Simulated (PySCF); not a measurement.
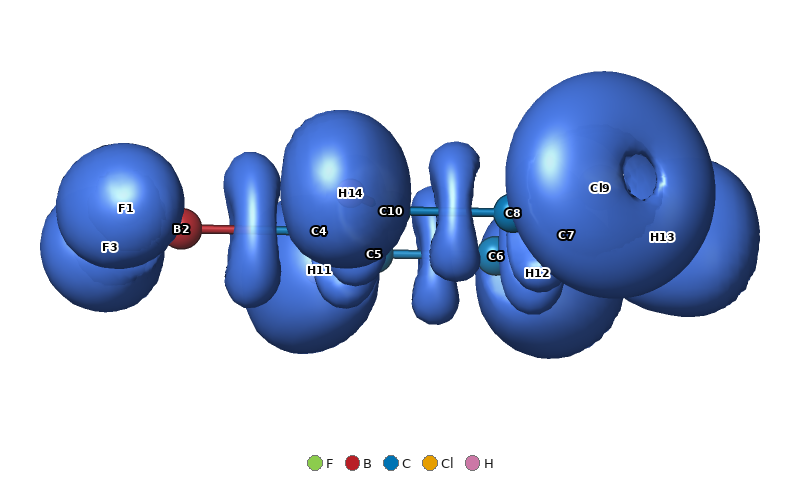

The picture shows: C6H4BClF2. Isosurface of the electron localisation function at 0.8 (blue), seen from one side. Core shells and regions of very low density are left out.

Geometry: GFN2-xTB.

Method: PBE0/def2-SVPD, SCF density, gas phase (PySCF).

| atom | x (Å) | y (Å) | z (Å) |
| --- | --- | --- | --- |
| F | 3.1297 | 1.1020 | -0.1065 |
| B | 2.4181 | 0.0292 | 0.1788 |
| F | 3.1374 | -1.0070 | 0.5656 |
| C | 0.8663 | -0.0149 | 0.0706 |
| C | 0.1557 | -1.1787 | 0.3835 |
| C | -1.2229 | -1.2148 | 0.2875 |
| C | -1.9257 | -0.0940 | -0.1217 |
| C | -1.2294 | 1.0645 | -0.4351 |
| Cl | -2.0986 | 2.4666 | -0.9480 |
| C | 0.1497 | 1.1126 | -0.3432 |
| H | 0.7010 | -2.0533 | 0.7029 |
| H | -1.7589 | -2.1193 | 0.5315 |
| H | -3.0018 | -0.1134 | -0.1982 |
| H | 0.6786 | 2.0200 | -0.5898 |

> Identify the bonds, lone pairs and shells in this picture.

At this value the surface marks out one region between bonded B–C atoms (shared pairs), six regions between bonded C–C atoms (shared pairs), one region between bonded C–Cl atoms (shared pairs), four regions around hydrogen nuclei, two regions on F in which the atom's valence shell and bonds are merged and one ring or bowl of non-bonding electrons around Cl.

Values along the shortest contacts:
B–F (1.32 Å): the ELF peaks at about 0.85 between the atoms (a shared but strongly polarised pair). C–C (1.38 Å): the ELF peaks at about 0.95 between the atoms (localised, covalent bonding).
